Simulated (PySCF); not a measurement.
C4H11BO4Si: NMR shielding calculation

System: C4H11BO4Si.
Method: GIAO PBE0/pcSseg-1 NMR shielding, non-relativistic, gas phase (PySCF 2.14.0).

The geometry comes from this level: PBE0-D3(BJ)/def2-SVP. It belongs to a series of runs on one base structure; here: H on C replaced by B(OMe)2. Figures and captions count atoms from 1; the log counts them from 0 in places.

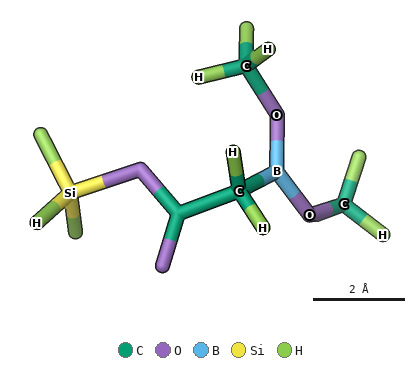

The input geometry (stick view, seen at a tilt). Bond lengths as drawn: B–C 1.60 Å, B–O 1.35 to 1.36 Å, C–C 1.49 Å, C–H 1.10 Å, C–O 1.21 to 1.41 Å, H–Si 1.49 Å and O–Si 1.72 Å.

Input
```
{"job": {"kind": "nmr", "xc": "PBE0", "basis": "pcSseg-1"}, "charge": 0, "multiplicity": 1}
C     -3.025141     0.904092    -0.858333
O     -1.909288     1.207916    -0.058856
B     -1.101063     0.251078     0.451803
C      0.148518     0.753679     1.308429
C      1.317195     0.998487     0.411014
O      1.730891     2.073556     0.055167
O      1.894742    -0.137470    -0.028343
Si     3.217037     0.071966    -1.108629
O     -1.390657    -1.052275     0.210359
C     -0.644785    -2.133078     0.708572
H     -3.450909    -0.080264    -0.611591
H     -2.744295     0.904074    -1.924255
H     -3.786400     1.682041    -0.702133
H      0.428208    -0.000451     2.058759
H     -0.108756     1.700303     1.798691
H      3.608569    -1.332792    -1.404847
H      2.778321     0.756319    -2.352553
H      4.334516     0.786173    -0.438370
H     -0.826491    -2.279642     1.787080
H     -0.968745    -3.043223     0.183939
H      0.434397    -1.993899     0.543220
```

The first line tells a small driver script what to run in PySCF; the rest is the geometry in Å.

Run as:
```bash
OMP_NUM_THREADS=1 python <driver script> task.json out
```

Output
```
coarse grid: 18224 points
cycle   1  E = -773.3537414519  dE =  1.377e+00  |g| = 1.169e+00  |ddm| = 3.961e+00
cycle   2  E = -772.9271787982  dE =  4.266e-01  |g| = 1.931e+00  |ddm| = 2.009e+00
cycle   3  E = -773.5838850485  dE = -6.567e-01  |g| = 2.992e-01  |ddm| = 1.385e+00
cycle   4  E = -773.5992042941  dE = -1.532e-02  |g| = 1.089e-01  |ddm| = 2.568e-01
cycle   5  E = -773.6010866644  dE = -1.882e-03  |g| = 2.817e-02  |ddm| = 7.340e-02
cycle   6  E = -773.6012569761  dE = -1.703e-04  |g| = 5.571e-03  |ddm| = 2.372e-02
cycle   7  E = -773.6012628769  dE = -5.901e-06  |g| = 1.646e-03  |ddm| = 4.221e-03
final grid: 171896 points
cycle   8  E = -773.6982879893  dE = -3.626e-05  |g| = 1.596e-02  |ddm| = 3.137e-02
cycle   9  E = -773.6982177293  dE =  7.026e-05  |g| = 2.554e-02  |ddm| = 2.336e-02
cycle  10  E = -773.6983322494  dE = -1.145e-04  |g| = 2.915e-03  |ddm| = 1.516e-02
cycle  11  E = -773.6983338120  dE = -1.563e-06  |g| = 5.642e-04  |ddm| = 2.007e-03
cycle  12  E = -773.6983338652  dE = -5.322e-08  |g| = 1.645e-04  |ddm| = 4.567e-04
cycle  13  E = -773.6983338707  dE = -5.464e-09  |g| = 3.341e-05  |ddm| = 1.292e-04
cycle  14  E = -773.6983338709  dE = -2.042e-10  |g| = 1.171e-05  |ddm| = 3.398e-05
```

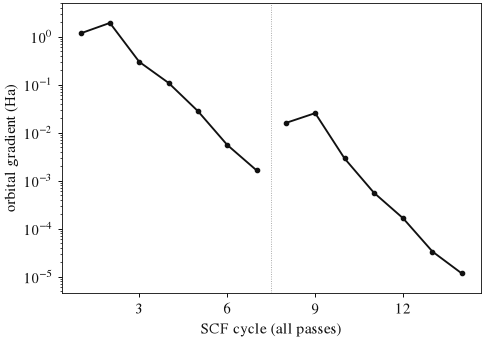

Convergence of the self-consistent field: orbital gradient against the SCF cycle. The dotted line marks the change from a coarse to the final integration grid. The first 7 cycles use a coarse grid, the final grid takes over at cycle 8, and the field converges after 14 cycles in all.

```
converged SCF energy = -773.6983338709

GIAO shielding tensors (ppm)
atom      isotropic    diamagn.    paramagn.     s11        s22        s33       span
  0 C      133.015     241.812    -108.797    103.319    113.908    181.818     78.499
  1 O      224.697     396.147    -171.450     93.061    248.294    332.736    239.675
  2 B       74.054     197.439    -123.384     64.672     71.671     85.819     21.146
  3 C      159.263     254.790     -95.526    137.544    150.796    189.450     51.906
  4 C        6.466     254.099    -247.633    -95.273     41.925     72.744    168.017
  5 O     -127.222     401.966    -529.189   -369.157   -240.574    228.064    597.220
  6 O      132.160     402.271    -270.111     -8.908    171.171    234.216    243.124
  7 Si     386.982     878.988    -492.006    349.593    358.101    453.252    103.659
  8 O      226.138     396.589    -170.451     58.988    274.566    344.860    285.872
  9 C      130.858     246.211    -115.354    105.688    106.289    180.596     74.909
 10 H       27.179      28.701      -1.522     22.537     26.728     32.271      9.735
 11 H       27.887      29.312      -1.425     23.779     25.756     34.126     10.347
 12 H       27.818      26.640       1.178     23.526     25.752     34.175     10.649
 13 H       29.087      32.452      -3.365     27.175     28.170     31.916      4.741
 14 H       29.395      31.408      -2.013     26.179     27.659     34.346      8.167
 15 H       26.819      28.906      -2.086     23.607     25.686     31.165      7.559
 16 H       26.426      29.383      -2.957     23.190     24.989     31.098      7.908
 17 H       26.402      27.539      -1.137     23.136     24.610     31.461      8.325
 18 H       27.726      29.398      -1.672     24.296     25.177     33.703      9.407
 19 H       27.551      29.018      -1.467     23.664     25.681     33.307      9.643
 20 H       26.753      32.217      -5.464     21.771     27.553     30.935      9.164
```

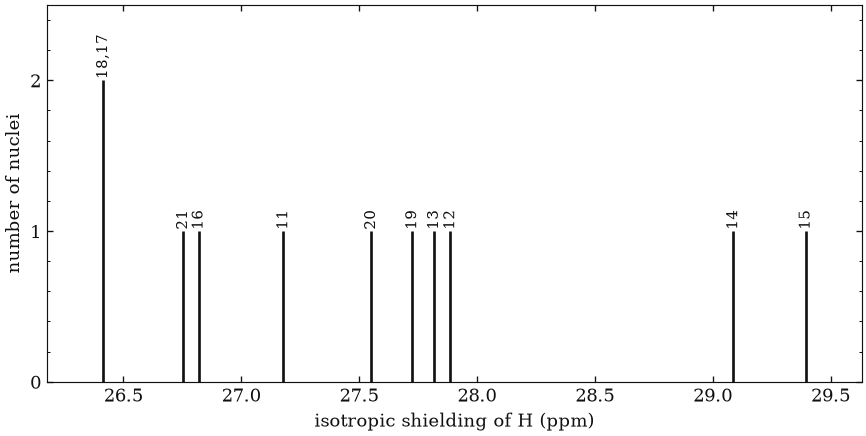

Isotropic shieldings of the hydrogen nuclei in this fixed geometry, labelled by atom number; shielding grows to the right, so chemical shift grows to the left. The least shielded is H18 (26.4 ppm), the most shielded H15 (29.4 ppm).

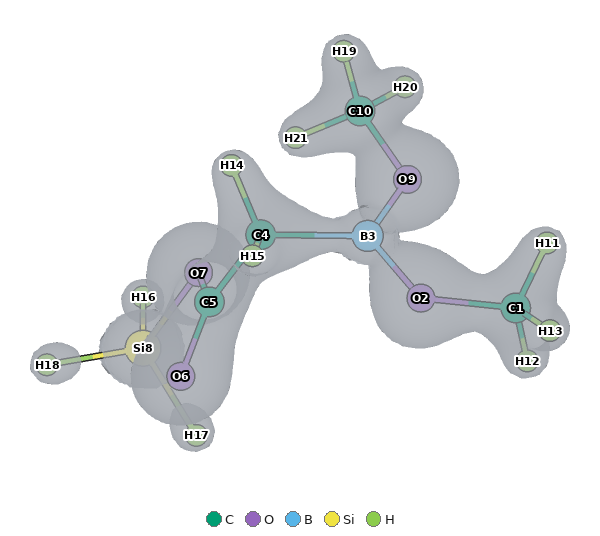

Isosurface of the total electron density at 1 e/Å³ (grey), seen at a tilt. At this value the surface falls into five separate pieces. On the grid the lowest density along these lines, outside the cores, is 2.9 e/Å³ (C–O, 1.21 Å), 1.6 e/Å³ (B–O, 1.35 Å), 1.7 e/Å³ (C–C, 1.49 Å) and 1.2 e/Å³ (C–B, 1.60 Å).

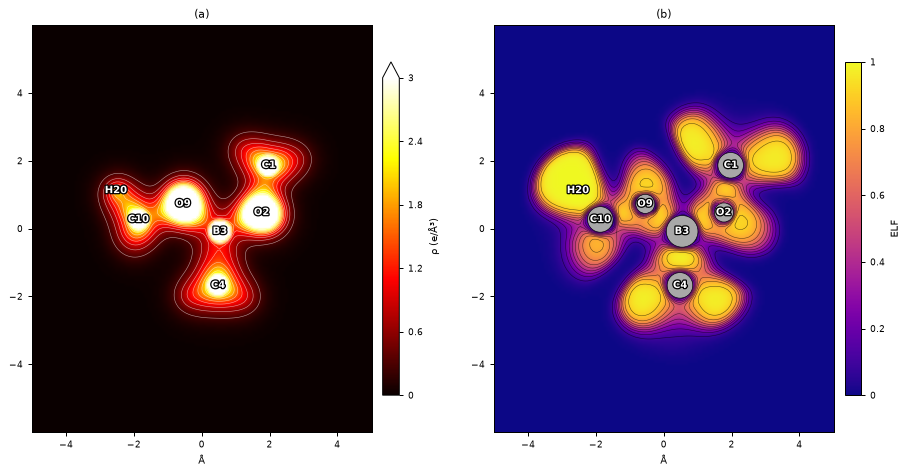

(a) total electron density; (b) ELF on the plane of atoms C1, O2 and B3. Grey discs, where drawn, cover atomic cores.

Summary

- outcome: converged
- total energy: −773.698334 hartree
- HOMO: −8.05 eV
- LUMO: −0.05 eV
- dipole moment: 3.04 D
- isotropic shielding, C: 6.5 to 159.3 ppm
- isotropic shielding, O: −127.2 to 226.1 ppm
- isotropic shielding, B: 74.1 ppm
- isotropic shielding, Si: 387.0 ppm
- isotropic shielding, H: 26.4 to 29.4 ppm
- hardware: 1 CPU thread, shared host
- wall time: 2 min
- peak memory: 1.2 GiB
